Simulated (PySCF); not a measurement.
# C2H5Cl2FGe (SMILES C[C](Cl)(Cl)[GeH2][F]): what the fields show

```xyz
11

C    -1.4003   -0.4161   -0.2339
C    -0.3186    0.5925    0.0506
Cl   -0.3666    1.8990   -1.1638
Cl   -0.5553    1.3174    1.6568
Ge    1.5719   -0.0772    0.0485
F     1.5032   -1.5497    0.9887
H    -1.2433   -0.8461   -1.2231
H    -2.3878    0.0415   -0.1975
H    -1.3460   -1.2125    0.5079
H     2.4895    0.8105    0.8324
H     2.0587   -0.5565   -1.2926
```

Geometry: GFN2-xTB.

Theory: PySCF 2.14.0, CAM-B3LYP/def2-SVPD, SCF density, gas phase.

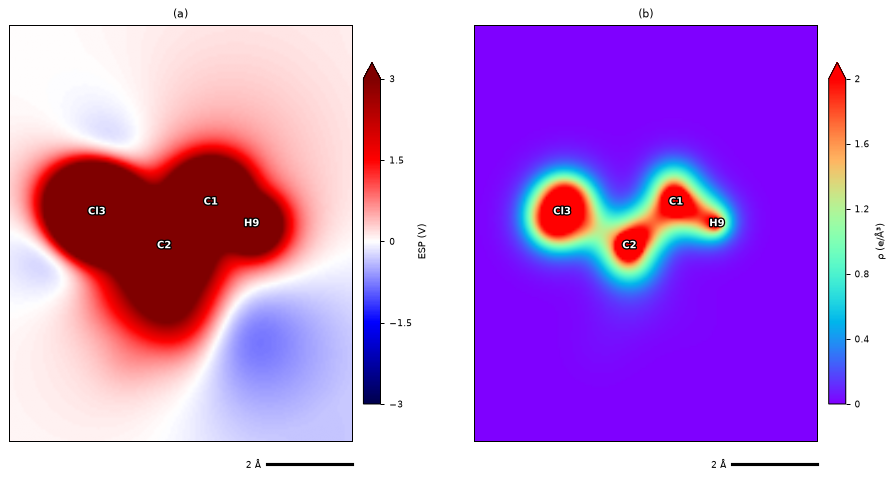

Figure 1. (a) electrostatic potential; (b) electron density on the plane of atoms C2, C1 and H9.

Read the bonding off the picture.

- The plane passes through C, Cl and H nuclei.
- C–C (1.51 Å): the density is about 1.7 e/Å³ at the midpoint.
- C–Cl (1.78 Å): ρ at the midpoint is about 1.3 e/Å³.
- C–H (1.09 Å): the density is about 2 e/Å³ at the midpoint.
- Outside the dense part of the molecule the potential is most negative (−0.8 V) near F6, which lies off the plane.

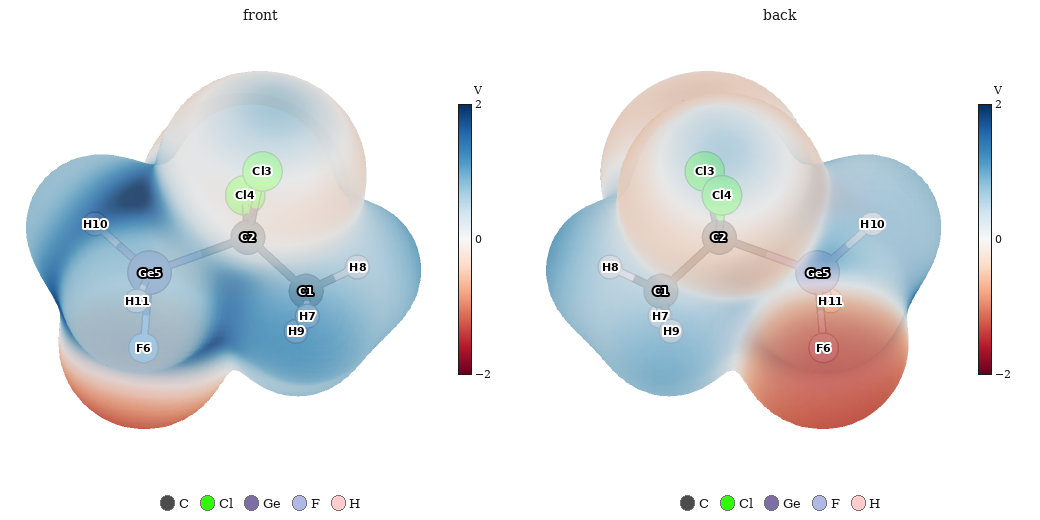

Figure 2. The electrostatic potential painted on the density surface at 0.002 e/bohr³, seen from the front and from behind; the colour scale runs from red (negative) to blue (positive).

Where is the surface potential most negative and most positive?

The most negative region (about −1.3 V) lies over F6, the most positive (about +1.9 V) over Ge5. Cl3 shows a σ-hole: about +0.7 V at the tip opposite its bond, against about −0.1 V on its flanks. Cl4 shows a σ-hole: about +0.6 V at the tip opposite its bond, against about −0.2 V on its flanks.
